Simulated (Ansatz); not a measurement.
# C$_{3}$H$_{4}$OS (SMILES C=CC(O)=S): what the fields show

Input

```
crystal:
  periodic: [false, false, false]
  atoms:
    - {symbol: C, position_ang: [1.292293, -0.144557, -0.947127]}
    - {symbol: C, position_ang: [0.373893, -0.541035, -0.073161]}
    - {symbol: C, position_ang: [-0.698579, 0.322262, 0.420287]}
    - {symbol: O, position_ang: [-1.469664, -0.338499, 1.285899]}
    - {symbol: S, position_ang: [-0.975403, 1.879925, 0.015542]}
    - {symbol: H, position_ang: [1.278657, 0.866948, -1.338499]}
    - {symbol: H, position_ang: [2.069369, -0.818916, -1.285070]}
    - {symbol: H, position_ang: [0.375682, -1.550168, 0.326803]}
    - {symbol: H, position_ang: [-2.157750, 0.277840, 1.578026]}
basis:
  gaussian: {orbitals: def2-TZVPP}
hamiltonian: {xc: pbe0, dispersion: d4}
output: {orbitals: {seedname: orbitals}}
```

Run with:

```sh
ansatz run in.yaml --threads 2 --pin off --events-out ev --progress --plain --max-ram 4352MiB
```

Geometry: PBE0-D4/def2-TZVP.

These are results of RKS PBE0-D4/def2-TZVPP (Ansatz 0.2.0), not measurements.

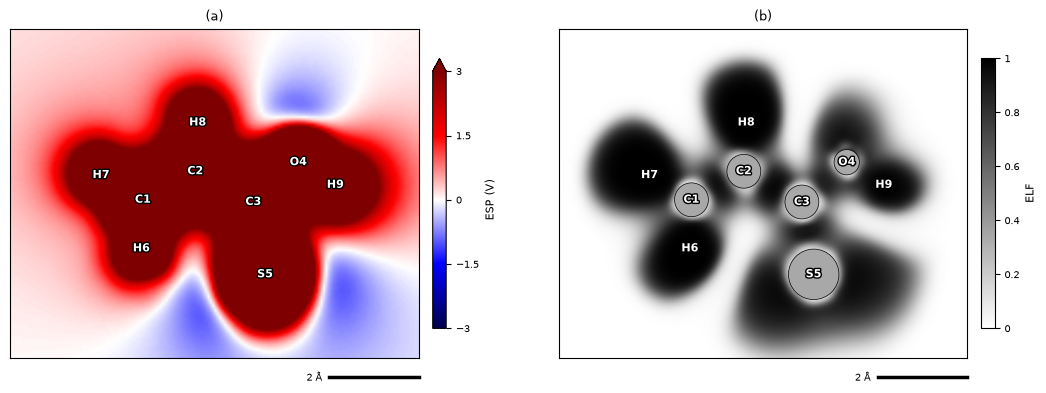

Figure 1. (a) electrostatic potential; (b) electron localisation function on the molecular plane. Grey discs cover the atomic cores in the ELF map.

Question: What do the fields say about this system?

Answer: Atoms in the plane: C, O, S and H. C–C (1.33 Å): the ELF peaks at about 0.95 between the atoms; a short, multiple covalent bond. C–O (1.33 Å): the ELF peaks at about 0.85 between the atoms; a shared but strongly polarised pair. C–S (1.63 Å): the ELF peaks at about 0.90 between the atoms (localised, covalent bonding). O–H (0.97 Å): the ELF climbs to about 1 towards the hydrogen, as it does in any bond to H: a covalent bond by its length. C–C (1.46 Å): the ELF peaks at about 0.95 between the atoms: localised, covalent bonding. The ELF also peaks beside S5 and O4, away from the bonds: lone-pair regions. Outside the dense part of the molecule the potential is most negative (−1.0 V) near S5.

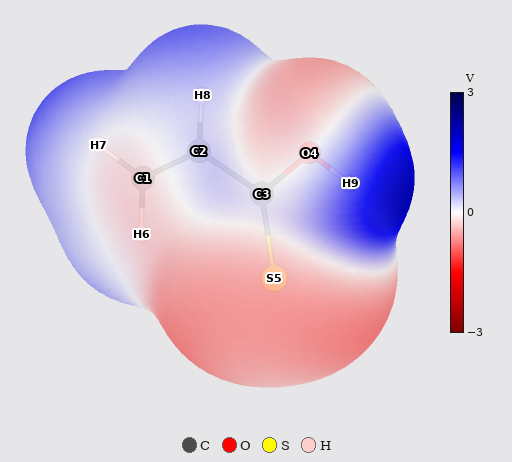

Figure 2. The electrostatic potential painted on the density surface at 0.001 e/bohr³, seen at a tilt; red is negative and blue positive.

Question: Where is the surface potential most negative and most positive?

Answer: The most negative region (about −0.7 V, or −16 kcal/mol for a unit charge) lies over S5, the most positive (about +2.0 V, or +46 kcal/mol for a unit charge) over H9.

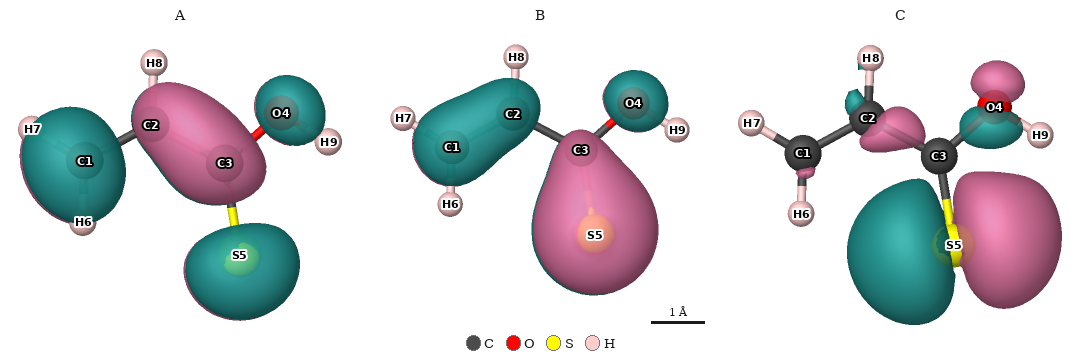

Figure 3. Three frontier orbitals at ±0.1 Å⁻³ᐟ² (teal and pink are the two phases), in no order.

Question: Which picture is the HOMO−1, the HOMO and the LUMO?

Answer: B is the HOMO−1 (−7.37 eV). By Hirshfeld shares it lies mainly on S5 (about 60 %), C1 (about 10 %), C3 (about 10 %), C2 (about 10 %) and O4 (about 5 %); it changes sign across the molecular plane (π type); π-bonding across C1–C2; π-antibonding (a node) across C2–C3 and C3–O4. C is the HOMO (−6.81 eV). By Hirshfeld shares it lies mainly on S5 (about 80 %); it is symmetric in the molecular plane (an in-plane orbital: σ, lone-pair or in-plane π type); largely a lone pair of S5. A is the LUMO (−2.30 eV). It lies mainly on S5 (about 25 %), C3 (about 25 %), C1 (about 25 %), C2 (about 10 %) and O4 (about 10 %); it changes sign across the molecular plane (π type); π-bonding across C2–C3; π-antibonding (a node) across C1–C2, C3–O4 and C3–S5.

Question: What is the HOMO–LUMO gap?

Answer: 4.51 eV between the orbital energies.
